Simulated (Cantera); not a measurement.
Input: 1 mol Fe₂O₃, a varied amount of C, 0.56 mol N₂, equilibrated at 973.15 K and 0.100 bar.

Equilibrium computed with Cantera from the NASA thermochemical tables; the gas is ideal and each condensed phase is pure. Candidate condensed phases: C, Fe, Fe(CO)₅, FeO, Fe₂O₃, Fe₃O₄; 27 gas species. The tables' stoichiometric FeO is somewhat more stable than real wüstite, so its field is too wide. FeO: taken at fixed stoichiometry. Condensed phases not in the tables: cementite and carbon dissolved in iron. Kinetics and transport are ignored.

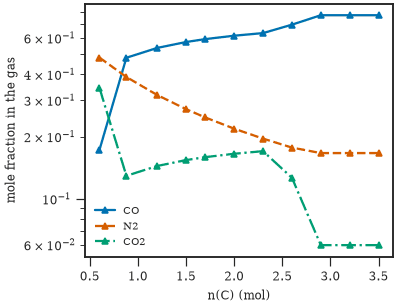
Figure. Equilibrium gas composition (values under 1e-9 drawn at 1e-9)

At 0.6 mol C the condensed part is FeO(s). From 0.88 mol C to 2.3 mol C the condensed part is Fe(α) + FeO(s). At 2.6 mol C the condensed part is Fe(α). From 2.9 mol C to 3.5 mol C the condensed part is C(graphite) + Fe(α).
